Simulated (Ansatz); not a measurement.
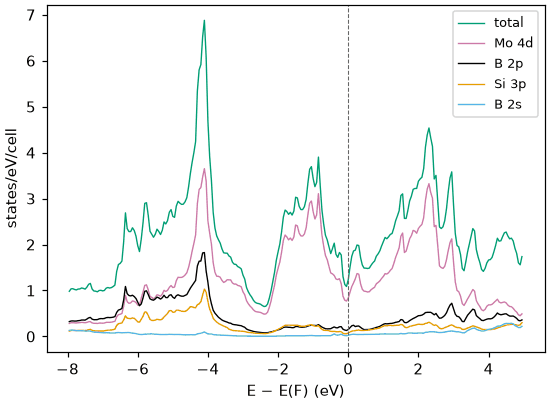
Fig. 1. Total and projected density of states of SiB₂Mo₂ in space group Cmmm (No. 65; Si on 2a, Mo on 4j, B on 4i), PBEsol (plane waves, PAW; program Ansatz)

### Question
Which orbitals carry the states next to the Fermi level?

### Answer
Within 0.5 eV of the Fermi level: Mo 4d 68 %, B 2p 11 %, Si 3s 8 %, Si 3p 6 %. Projections are on Löwdin-orthogonalised atomic valence shells; empty p or d shells of many metals are not among them.

### Question
Where is the tallest occupied peak in this window, and what makes it?

### Answer
Near -4.1 eV, about 6.9 states/eV per cell; the largest projected share is Mo 4d.

The start of the workflow was typed in or built on a structure type; neither database checked (COD, Materials Project) lists it. Whether it is the stable phase at ambient conditions was not checked. The PBEsol relaxation kept the symmetry of its start; whether a distortion lowers the energy is not shown. No spin polarisation was allowed. Scalar-relativistic: spin–orbit coupling is off unless named, which matters more the heavier the elements.

Potentials: the earlier of the program's two PAW sets. The files were generated under PBE; for other functionals the program regenerates the frozen cores, and for LDA and PBEsol the local potential too.
